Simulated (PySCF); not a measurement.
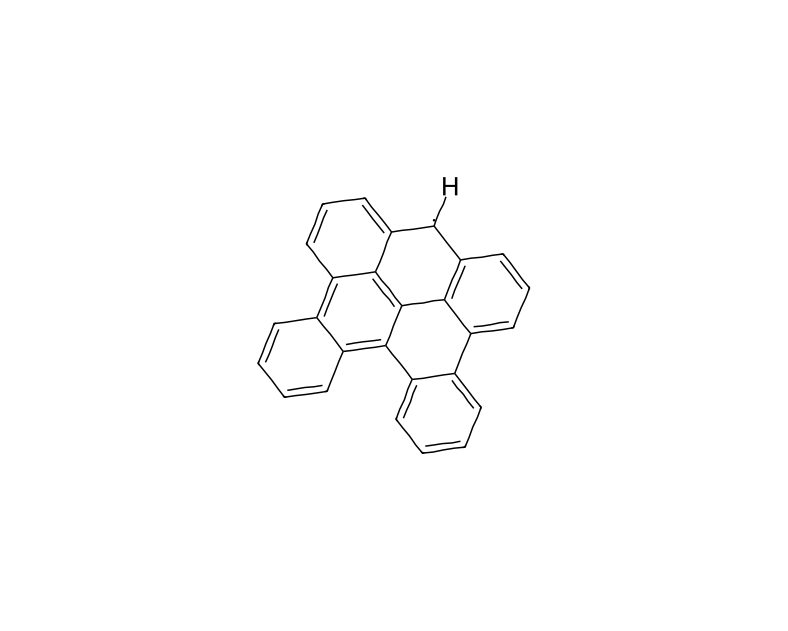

State: neutral, doublet. Computed geometry: GFN2-xTB optimisation. No frequency run is at hand to confirm it as a minimum. Method: PBE0/def2-SVP, gas phase (PySCF 2.14.0).

Computed properties:

The species is C27H15 (`[CH]1c2cccc3c4ccccc4c4c5ccccc5c5cccc1c5c4c23`).
- dipole moment: 0.11 D
- ⟨S²⟩ of the determinant: 0.829
